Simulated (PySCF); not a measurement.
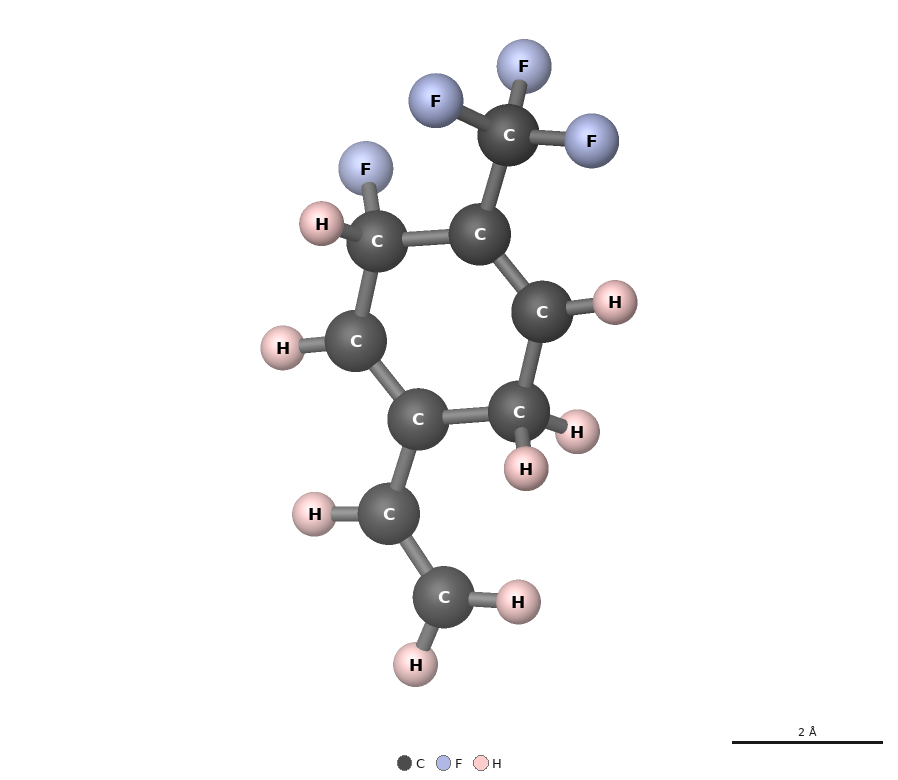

Ball-and-stick drawing of a structure. Every bond is drawn as one stick, whatever its order.

The computed structure is the end point of a PBE0-D3(BJ)/def2-SVP optimisation. No frequency run is at hand to confirm it as a minimum.

Description:

The molecule is C9H8F4. As SMILES it reads `C=CC1=C[C@H](F)C(C(F)(F)F)=CC1`. Independent rings (smallest set): 1 of 6 members. Among its groups: alkene, C–F bond. This geometry has C1 symmetry. Coordination: 6 C trigonal planar; 3 C tetrahedral.

The parts below concern this one geometry. Atoms keep their numbers from picture to picture.

**Spin–spin coupling**

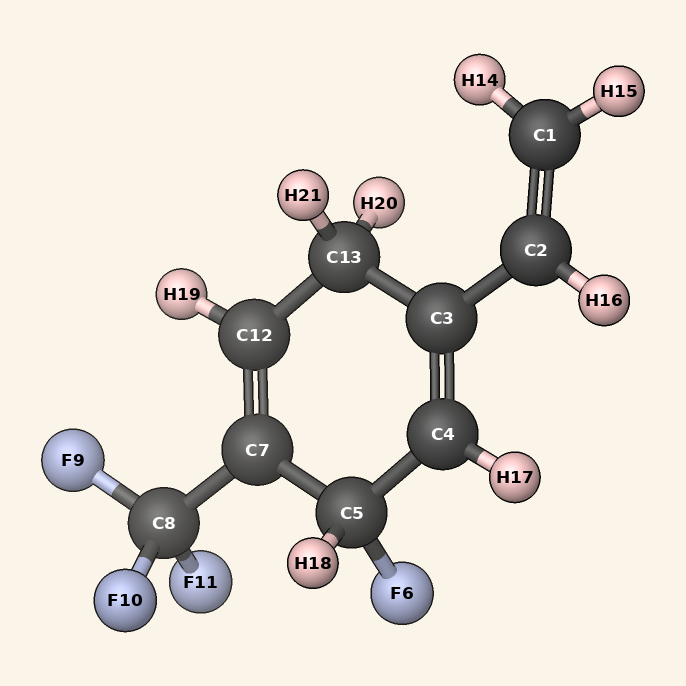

No frequency run is at hand to confirm it as a minimum. Method: B3LYP/pcJ-1 indirect spin-spin coupling, non-relativistic, gas phase (PySCF 2.14.0). Isotopes: 13C, 19F, 1H.

Give the spin–spin coupling constants of these pairs, with the number of bonds between them: C8/F9, C4/F6, F6/H18, C7/F11, F9/F11, F9/F10, C3/F6, C5/F11, F6/H17, F9/C12, F10/C12.

```json
{"pair": "C8, F9", "bonds apart": "1", "J (Hz)": "−334.8"}
{"pair": "C4, F6", "bonds apart": "2", "J (Hz)": "16.5"}
{"pair": "F6, H18", "bonds apart": "2", "J (Hz)": "53.5"}
{"pair": "C7, F11", "bonds apart": "2", "J (Hz)": "32.3"}
{"pair": "F9, F11", "bonds apart": "2", "J (Hz)": "61.2"}
{"pair": "F9, F10", "bonds apart": "2", "J (Hz)": "70.0"}
{"pair": "C3, F6", "bonds apart": "3", "J (Hz)": "7.8"}
{"pair": "C5, F11", "bonds apart": "3", "J (Hz)": "−0.7"}
{"pair": "F6, H17", "bonds apart": "3", "J (Hz)": "9.2"}
{"pair": "F9, C12", "bonds apart": "3", "J (Hz)": "7.1"}
{"pair": "F10, C12", "bonds apart": "3", "J (Hz)": "5.4"}
```

Density functionals are unreliable for couplings to fluorine, so those rows may be far off.

**Excitation**

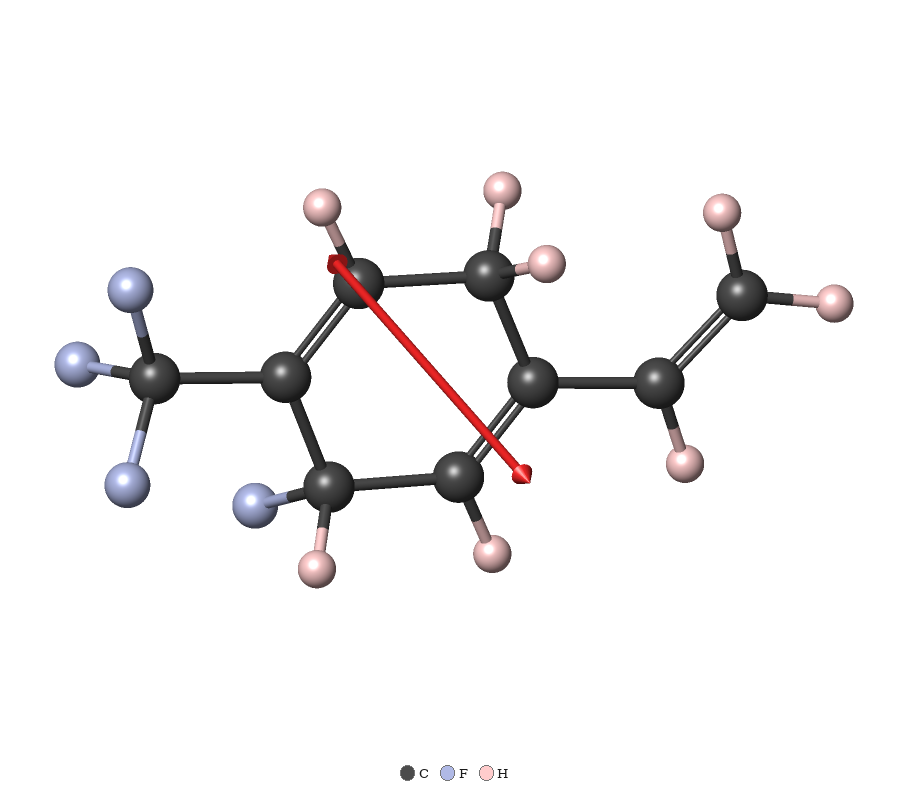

The double arrow shows the direction of the transition dipole to excited singlet state 9 (its length means nothing). No frequency run is at hand to confirm it as a minimum. Properties computed with TDDFT B3LYP/def2-SVPD, vertical, gas phase, core orbitals frozen in the response (PySCF 2.14.0).

Question: Give its energy, strength and character.

Answer: 7.07 eV (175 nm), oscillator strength 0.018, mainly HOMO → LUMO+4 (weight 0.88); transition dipole 0.81 D.

**NMR shielding**

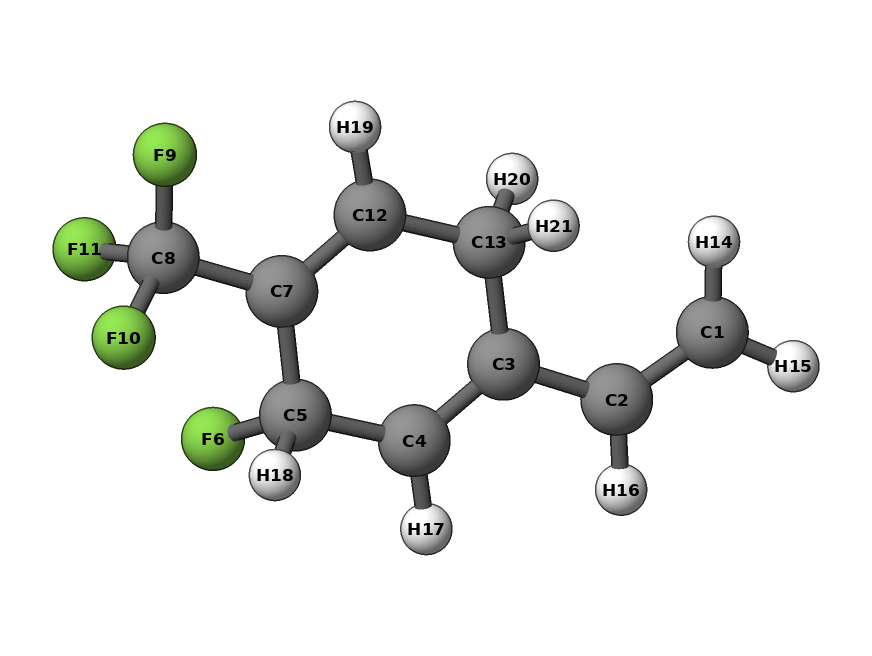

No frequency run is at hand to confirm it as a minimum. Properties computed with GIAO WP04/pcSseg-1 NMR shielding, non-relativistic, gas phase (PySCF 2.14.0). Principal shieldings σ11 ≤ σ22 ≤ σ33, span Ω = σ33 − σ11, skew κ = 3(σiso − σ22)/Ω.

Give the shielding tensors of the C atoms.

```
atom    σ11    σ22    σ33   σiso      Ω      κ
  C1  −56.8   55.1  155.6   51.3  212.5  −0.05
  C2  −83.7   38.9  130.8   28.7  214.5  −0.14
  C3  −74.7   16.8  147.2   29.8  221.9   0.18
  C4  −56.0   48.1  128.8   40.3  184.8  −0.13
  C5   56.7   70.6  137.8   88.4   81.0   0.66
  C7  −68.2   56.9  127.2   38.6  195.5  −0.28
  C8   35.6   37.4   44.8   39.3    9.2   0.61
 C12  −79.8   24.5  150.9   31.9  230.7   0.10
 C13  122.4  150.7  155.7  142.9   33.2  −0.70
```

Shieldings and span in ppm.
